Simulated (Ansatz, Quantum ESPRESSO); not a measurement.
# bismuthene, 1 layer: the energy at a withheld member of a series

How the rows were computed: Quantum ESPRESSO 7.5, PBE, GBRV ultrasoft. Cell and atoms are first relaxed; each strained cell is then held and the atoms relax in it. A periodic run with 15 Å of vacuum in the starting cell gives the vacuum levels, and bands follow along a path. The bands are repeated with spin-orbit coupling and fully relativistic files. The series steps biaxial strain. Energies count from the lowest.

```tsv
biaxial strain	energy (eV)
-4 %	0.0517
-3 %	0.0282
-2 %	0.0120
0 %	0.0000
1 %	0.0036
2 %	0.0130
3 %	0.0280
4 %	0.0483
```

To predict: What is the energy at −1 %?

**Fit.** The rows at -2 % and 0 % give a slope of (0.0000 − (0.0120))/(0 − (−2)) = −0.006, so a straight line gives 0.0060 eV. A parabola through these and the row at -3 % gives 0.0026 eV.

What the calculation gave: 0.0026 eV. The line misses by +0.0034 and the parabola by 0.0000 eV. The parabola does better.

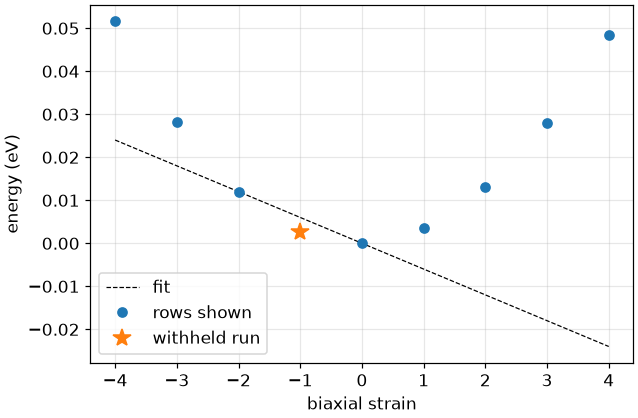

The rows shown, the fit and the withheld run.

Caveats: Semilocal gaps are too small; the 1×1 cell can't ripple over many cells under compression as a free sheet would. These values are without spin-orbit coupling.

[Logs are printed without paths, hosts, clocks, repeated set-up lines and the standing remarks that a program may print on its own settings, such as how far it seeks lower states.]
